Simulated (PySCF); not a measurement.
Br3In, SMILES `Br[In](Br)Br`.

Level of theory: PBE0/def2-TZVP (PySCF), at a geometry from GFN2-xTB. Core potentials replace the inner electrons of In; spin–orbit coupling isn't included. No frequency check shows the geometry to be a minimum. A basis without diffuse functions makes polarisabilities too small. GFN2-xTB bond lengths at metals and heavier atoms can be off by up to 0.1 Å and shapes distorted, which carries into these values.

Geometry (Å), atoms numbered from 1:

```
Br1      1.4074   -2.0564    0.0000
In2     -0.0011    0.0000    0.0000
Br3      1.0780    2.2466    0.0000
Br4     -2.4838   -0.1902    0.0000
```

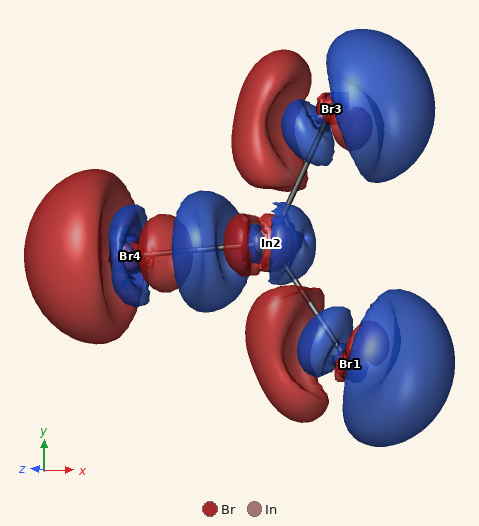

Change of the electron density in a uniform field of 0.21 V/Å, surfaces at ±0.0015 e/Å³ (blue: gain, red: loss).

The field was applied in both directions; the picture shows the one opposite to the script's first.

Along which Cartesian direction does the field point?

Answer. Along −x: electrons gather on the +x side, against the field.

How large is the response?

Answer. The induced dipole is 1.20 D (along the field); α along this axis, from the fields in both directions, is 118 bohr³ (17.5 Å³).
